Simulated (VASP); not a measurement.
Band structure of Y (hcp). These are r2SCAN meta-GGA, VASP's PBE PAW potentials (set 64) (plane waves; VASP 6.6.1) values and carry that method's errors.

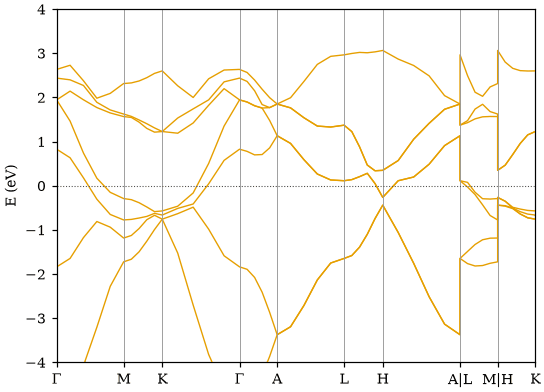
Fig. 1. Bands along high-symmetry lines, zero at the valence-band maximum or, without a gap, the Fermi level

Task: Read the plot: is there a gap, and where are the band edges?

Result: It has no gap at this level: it comes out as a metal or semimetal.

The compound is Y in the hcp structure. It was relaxed first.
